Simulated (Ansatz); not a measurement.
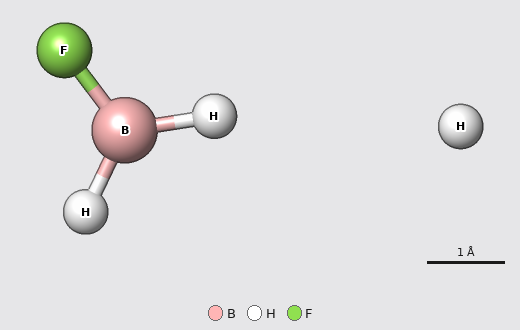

**Figure 1.** The starting structure (ball-and-stick view, seen on its broad side). Bond lengths as drawn: B–F 1.32 Å and B–H 1.19 to 1.20 Å.

**BH3F: nudged elastic band**

BH3F, multiplicity 2, computed with UKS PBE0/def2-mTZVP (Ansatz 0.2.0).

It belongs to a series of runs on one base structure; here: band between the two ends.

**Log**
```
Engine: ansatz 0.2.0, x86_64-unknown-linux-gnu
Functional definition: PBE0
  parameter a = 0.25
  parameter kappa = 0.804
  parameter beta = 0.06672455060314922
  exchange = (1 - a)*pbe_x(kappa = kappa, mu = beta*pi^2/3) + a*exact_x
  correlation = pbe_c(beta = beta)
469 factors; integrals over basis functions are off by at most 7.9e-4 eV
mean field evaluation 1: about -3436.7523 eV, gradient 1.8e1 eV
mean field evaluation 2: about -3436.2027 eV, gradient 2.4e1 eV
mean field evaluation 4: about -3437.7624 eV, gradient 4.7e-1 eV
mean field evaluation 8: about -3437.8025 eV, gradient 2.4e-2 eV
mean field evaluation 16: about -3437.8025 eV, gradient 3.9e-5 eV
mean field -3437.80250043 eV, -126.3369116645 hartree, gradient 3.9e-5 eV, S^2 0.750001; 0 other end points of the search recorded, 0 dependent functions left out
the calculation of the forces begins
reference -3437.80253091 eV, -126.3369127848 hartree; 9, 8 occupied and 38, 39 virtual orbitals, 469 factors
468 factors; integrals over basis functions are off by at most 1.6e-3 eV
mean field evaluation 32: about -3437.6684 eV, gradient 6.5e-6 eV
mean field -3437.66841453 eV, -126.3319840986 hartree, gradient 6.5e-6 eV, S^2 0.751484; 0 other end points of the search recorded, 0 dependent functions left out
[... from here on the field's lines of each further geometry are left out, up to the last ...]
NEB iter   1: max|band force component| = 2.502e0 eV/Å  barrier→ = 0.4377 eV  barrier← = 0.3036 eV  Δτ_max = 0.1002 Å  (186 SCF iters)
NEB iter   2: max|band force component| = 9.103e-1 eV/Å  barrier→ = 0.4528 eV  barrier← = 0.3187 eV  Δτ_max = 0.0344 Å  (150 SCF iters)
NEB iter   3: max|band force component| = 2.939e-1 eV/Å  barrier→ = 0.4389 eV  barrier← = 0.3048 eV  CI = image 3  Δτ_max = 0.0336 Å  (145 SCF iters)
NEB iter   4: max|band force component| = 2.821e-1 eV/Å  barrier→ = 0.4455 eV  barrier← = 0.3114 eV  CI = image 3  Δτ_max = 0.0490 Å  (140 SCF iters)
NEB iter   5: max|band force component| = 1.769e-1 eV/Å  barrier→ = 0.4435 eV  barrier← = 0.3095 eV  CI = image 3  Δτ_max = 0.1929 Å  (143 SCF iters)
NEB iter   6: max|band force component| = 2.049e0 eV/Å  barrier→ = 0.4430 eV  barrier← = 0.3090 eV  CI = image 3  Δτ_max = 0.0996 Å  (144 SCF iters)
NEB iter   7: max|band force component| = 5.334e-1 eV/Å  barrier→ = 0.4430 eV  barrier← = 0.3089 eV  CI = image 3  Δτ_max = 0.0376 Å  (141 SCF iters)
NEB iter   8: max|band force component| = 7.087e-2 eV/Å  barrier→ = 0.4430 eV  barrier← = 0.3089 eV  CI = image 3  Δτ_max = 0.0194 Å  (141 SCF iters)
the calculation of the forces begins
reference -3437.65806598 eV, -126.3316037963 hartree; 9, 8 occupied and 38, 39 virtual orbitals, 469 factors
469 factors; integrals over basis functions are off by at most 7.5e-4 eV
mean field -3437.35952670 eV, -126.3206326802 hartree, gradient 5.6e-5 eV, S^2 0.758954; 1 other end points of the search recorded, 0 dependent functions left out
the calculation of the forces begins
reference -3437.35955216 eV, -126.3206336157 hartree; 9, 8 occupied and 38, 39 virtual orbitals, 469 factors
NEB iter   9: max|band force component| = 4.558e-2 eV/Å  barrier→ = 0.4430 eV  barrier← = 0.3089 eV  CI = image 3  Δτ_max = 0.0000 Å  (256 SCF iters)
```

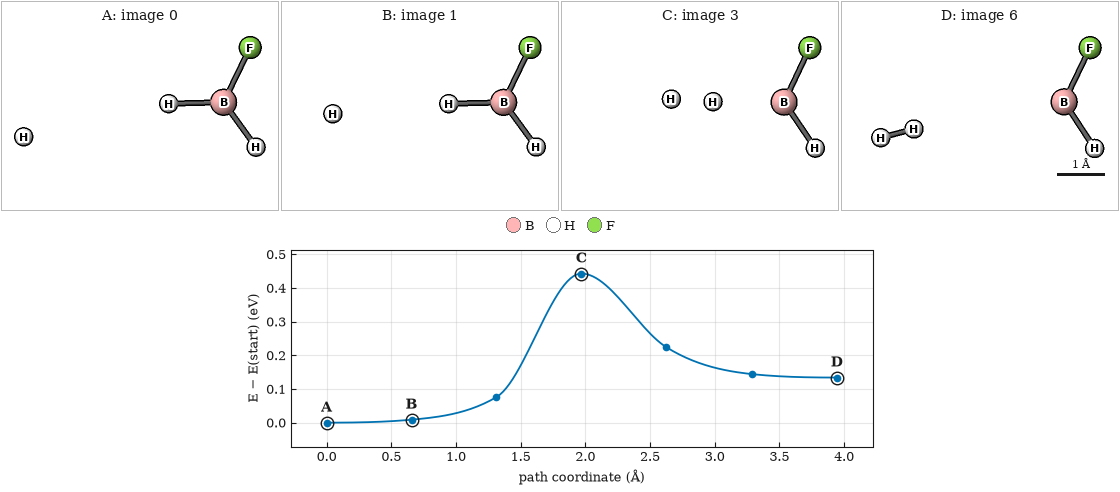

**Figure 2.** Images of the last band (counted from 0; ball-and-stick, seen on its broad side) above the energy along the path; the line is a cubic interpolation that uses the forces. The highest image is number 3, 0.443 eV above the start and 0.309 eV above the end (the climbing image); the end lies 0.134 eV above the start. The path is 3.94 Å long. The band converged in 9 iterations.

```
Total energy: -3437.35955216 eV, -126.3206336157 hartree
Atom 0 at     0.042711     0.001654    -0.032661 Å, force     0.012988     0.002716     0.011470 eV/Å
Atom 1 at    -0.005334     0.001590     1.511307 Å, force    -0.001567     0.000288     0.000368 eV/Å
Atom 2 at     1.053608    -0.000970    -0.679596 Å, force    -0.004175    -0.001230    -0.005265 eV/Å
Atom 3 at    -1.119788    -0.000823    -0.628587 Å, force    -0.006606    -0.001025    -0.006924 eV/Å
Atom 4 at    -0.083797    -0.001451     2.414537 Å, force    -0.000640    -0.000749     0.000352 eV/Å
Dipole moment:     0.130652     0.000100    -0.138904 e Å
this run last wrote the band of iteration 9 to [file]
```

**The last band as extended XYZ (Å, eV, eV/Å)**
```
5
Properties=species:S:1:pos:R:3:forces:R:3 image=0 energy=-3437.80250
B    -0.0147    0.0000   -0.3427    0.0122   0.0000  -0.0167
H    -0.1527    0.0000    0.8439    0.0014   0.0000   0.0020
H     1.0437    0.0000   -0.8990   -0.0215   0.0000   0.0105
F    -1.1025    0.0000   -1.0887    0.0079   0.0000   0.0027
H     0.1137    0.0000    4.0714    0.0001   0.0000   0.0016
5
Properties=species:S:1:pos:R:3:forces:R:3 image=1 energy=-3437.79356
B     0.0163    0.0024   -0.2053   -0.0455   0.0012  -0.0461
H    -0.0364    0.0181    0.9870    0.0195  -0.0001   0.0038
H     1.0273   -0.0054   -0.8410    0.0186  -0.0004   0.0089
F    -1.1242   -0.0069   -0.8684    0.0073  -0.0005   0.0010
H     0.0044   -0.0082    3.5127    0.0002  -0.0002   0.0324
5
Properties=species:S:1:pos:R:3:forces:R:3 image=2 energy=-3437.72641
B     0.0405    0.0006   -0.0685    0.0077  -0.0003  -0.0186
H     0.0484    0.0038    1.1311    0.0072   0.0003  -0.1368
H     1.0247   -0.0029   -0.7448    0.0042   0.0002  -0.0243
F    -1.1303    0.0007   -0.6734   -0.0050   0.0001  -0.0154
H    -0.0958   -0.0022    2.9405   -0.0141  -0.0004   0.1951
5
Properties=species:S:1:pos:R:3:forces:R:3 image=3 energy=-3437.35953
B     0.0427    0.0017   -0.0327    0.0130   0.0027   0.0115
H    -0.0053    0.0016    1.5113   -0.0016   0.0003   0.0004
H     1.0536   -0.0010   -0.6796   -0.0042  -0.0012  -0.0053
F    -1.1198   -0.0008   -0.6286   -0.0066  -0.0010  -0.0069
H    -0.0838   -0.0015    2.4145   -0.0006  -0.0007   0.0004
5
Properties=species:S:1:pos:R:3:forces:R:3 image=4 energy=-3437.57850
B     0.0850    0.0361   -0.2796   -0.0292   0.0447  -0.1227
H    -0.0254    0.0121    1.9366   -0.0080   0.0031   0.1656
H     1.0637   -0.0179   -0.9716    0.0203  -0.0222  -0.0935
F    -1.1142   -0.0147   -0.7882    0.0278  -0.0151  -0.0425
H    -0.1217   -0.0156    2.6877   -0.0108  -0.0106   0.0931
5
Properties=species:S:1:pos:R:3:forces:R:3 image=5 energy=-3437.65804
B     0.0660    0.0082   -0.5136   -0.0038   0.0018   0.0081
H    -0.0281    0.0046    2.2991   -0.0012  -0.0003   0.0260
H     1.0613   -0.0040   -1.1878   -0.0044  -0.0009  -0.0307
F    -1.1182   -0.0040   -1.0560    0.0095  -0.0007  -0.0259
H    -0.0936   -0.0048    3.0433   -0.0001   0.0000   0.0225
5
Properties=species:S:1:pos:R:3:forces:R:3 image=6 energy=-3437.66842
B    -0.0536    0.0008   -0.7112   -0.0018   0.0000  -0.0032
H    -0.0321    0.0005    2.6074   -0.0003   0.0000  -0.0005
H     1.0514   -0.0005   -1.1867    0.0008   0.0000   0.0004
F    -1.1094   -0.0005   -1.4745    0.0011   0.0000   0.0018
H     0.0311   -0.0003    3.3500    0.0002   0.0000   0.0016
```

The run was set up as follows.

**Input**
```yaml
crystal:
  periodic: [false, false, false]
  atoms:
    - { symbol: B, position_ang: [-0.014727, 0.0, -0.342655] }
    - { symbol: H, position_ang: [-0.152683, 0.0, 0.843909] }
    - { symbol: H, position_ang: [1.043677, 0.0, -0.898963] }
    - { symbol: F, position_ang: [-1.102535, 0.0, -1.088655] }
    - { symbol: H, position_ang: [0.113669, 0.0, 4.071364] }
magnetization:
  spin_polarized: true
  initial_magnetization: 1
basis:
  gaussian: { orbitals: def2-mTZVP }
hamiltonian:
  xc: pbe0
neb:
  order_check: false
  images: 5
  f_tol: 0.05
  max_iterations: 60
  final_atoms:
    - { symbol: B, position_ang: [-0.05362912, 0.00076318, -0.71120418] }
    - { symbol: H, position_ang: [-0.0320555, 0.00053892, 2.60736754] }
    - { symbol: H, position_ang: [1.05141013, -0.00045797, -1.18666163] }
    - { symbol: F, position_ang: [-1.10938053, -0.00054879, -1.47446546] }
    - { symbol: H, position_ang: [0.03105601, -0.00029534, 3.34996373] }
  initial_path:
    images:
      - { positions_ang: [[-0.014727, 0.0, -0.342655], [-0.152683, 0.0, 0.843909], [1.043677, 0.0, -0.898963], [-1.102535, 0.0, -1.088655], [0.113669, 0.0, 4.071364]] }
      - { positions_ang: [[-0.00775592, 0.0, -0.22833448], [-0.1054714, 0.0, 1.04267381], [1.04369586, 0.0, -0.79341448], [-1.11133426, 0.0, -0.9502124], [0.06826672, 0.0, 3.51428755]] }
      - { positions_ang: [[-0.00078485, 0.0, -0.11401396], [-0.0582598, 0.0, 1.24143861], [1.04371473, 0.0, -0.68786596], [-1.12013352, 0.0, -0.8117698], [0.02286445, 0.0, 2.95721111]] }
      - { positions_ang: [[0.00618623, 0.0, 0.00030656], [-0.01104821, 0.0, 1.44020342], [1.04373359, 0.0, -0.58231744], [-1.12893278, 0.0, -0.6733272], [-0.02253783, 0.0, 2.40013466]] }
      - { positions_ang: [[-0.01375222, 0.00025439, -0.23686369], [-0.01805064, 0.00017964, 1.82925813], [1.04629244, -0.00015266, -0.7837655], [-1.12241537, -0.00018293, -0.94037329], [-0.00467322, -9.845e-05, 2.71674435]] }
      - { positions_ang: [[-0.03369067, 0.00050879, -0.47403394], [-0.02505307, 0.00035928, 2.21831283], [1.04885129, -0.00030531, -0.98521357], [-1.11589795, -0.00036586, -1.20741937], [0.0131914, -0.00019689, 3.03335404]] }
      - { positions_ang: [[-0.05362912, 0.00076318, -0.71120418], [-0.0320555, 0.00053892, 2.60736754], [1.05141013, -0.00045797, -1.18666163], [-1.10938053, -0.00054879, -1.47446546], [0.03105601, -0.00029534, 3.34996373]] }
```

Run as:
```bash
ansatz run input.yaml --threads 1 --pin off --max-ram 2048MiB --backend cpu --events-out ev --progress --plain --runs-dir out
```

**Summary**

| quantity | value |
| --- | --- |
| outcome | converged |
| barrier, forward | 0.443 eV |
| barrier, backward | 0.309 eV |
| hardware | 1 thread of AMD EPYC (Zen 3), 64 GiB of memory available, shared host |
| wall time | 43 s |
| peak memory | 0.11 GiB |

**Remarks**

The order of the saddle point was not checked.
